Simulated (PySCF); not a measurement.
C$_{6}$H$_{9}$NSi (SMILES C=Cc1ccn([SiH3])c1)

```yaml
atoms:
  - { symbol: C, position_ang: [3.3308, -0.1231, 0.3375] }
  - { symbol: C, position_ang: [2.1681, -0.7553, 0.4487] }
  - { symbol: C, position_ang: [0.8676, -0.1564, 0.2543] }
  - { symbol: C, position_ang: [0.5551, 1.1951, -0.0814] }
  - { symbol: C, position_ang: [-0.7964, 1.2837, -0.1668] }
  - { symbol: N, position_ang: [-1.3616, 0.0599, 0.0935] }
  - { symbol: Si, position_ang: [-3.0713, -0.2948, 0.1702] }
  - { symbol: C, position_ang: [-0.3368, -0.8065, 0.3530] }
  - { symbol: H, position_ang: [4.2680, -0.6294, 0.4924] }
  - { symbol: H, position_ang: [3.3900, 0.9220, 0.0869] }
  - { symbol: H, position_ang: [2.1498, -1.8087, 0.7022] }
  - { symbol: H, position_ang: [1.2554, 1.9910, -0.2392] }
  - { symbol: H, position_ang: [-1.4187, 2.1257, -0.3984] }
  - { symbol: H, position_ang: [-3.1897, -1.7252, -0.0977] }
  - { symbol: H, position_ang: [-3.7032, 0.5226, -0.8624] }
  - { symbol: H, position_ang: [-3.5742, 0.0450, 1.5036] }
  - { symbol: H, position_ang: [-0.5398, -1.8336, 0.5870] }
```

Geometry: GFN2-xTB.

Computed with PySCF 2.14.0, PBE0/pcSseg-1, SCF density, gas phase, non-relativistic.

### What will maps of the electron density and electron localisation function show?

C–C (1.33 Å): ρ is about 2.3 e/Å³ halfway; the ELF peaks at about 0.95 between the atoms (a short, multiple covalent bond).
C–N (1.37 Å): ρ at the midpoint is about 2.3 e/Å³; the ELF peaks at about 0.90 between the atoms: localised, covalent bonding.
Si–N (1.75 Å): ρ is about 1 e/Å³ halfway; the ELF peaks at about 0.95 between the atoms, as expected for a shared but strongly polarised pair.
C–H (1.07 Å): ρ is about 2 e/Å³ halfway; the ELF climbs to about 1 towards the hydrogen, as it does in any bond to H (a covalent bond by its length).

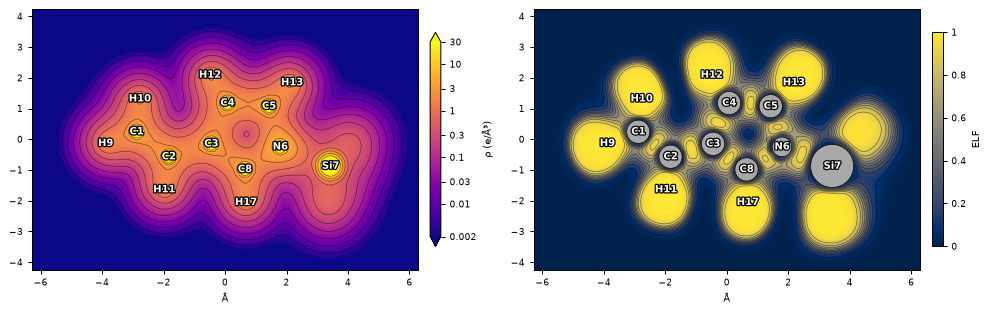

Computed electron density and electron localisation function on the plane of atoms N6, C5 and H13, in this order. Grey discs cover the atomic cores in the ELF map. 
